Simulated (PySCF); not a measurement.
In(F)2(Et), SMILES C[CH2][In]([F])[F], singlet at its PBE0/def2-SVP optimised geometry (Å):

```
10

In     0.7111     0.2417     0.0000
F      0.1235     2.1105     0.0000
F      2.6684     0.2417     0.0000
C     -0.5867    -1.4700    -0.0119
C     -2.0659    -1.1418     0.1101
H     -0.2282    -2.1105     0.8088
H     -0.3505    -1.9966    -0.9500
H     -2.4187    -0.4975    -0.7089
H     -2.3016    -0.6272     1.0536
H     -2.6684    -2.0651     0.0827
```

Level of theory: PBE0/def2-TZVP, def2 effective core potentials past Kr in PySCF. The core electrons that the potentials of In replace are not part of the density. Cells within 0.4 Å of a nucleus heavier than hydrogen are left out (blank, or x).

Map of the electron localisation function on the plane z = 0.0 Å:

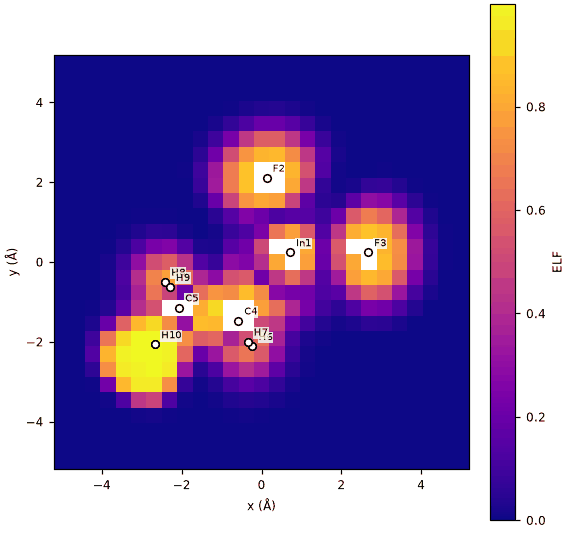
Electron localisation function on the plane z = 0.0 Å.
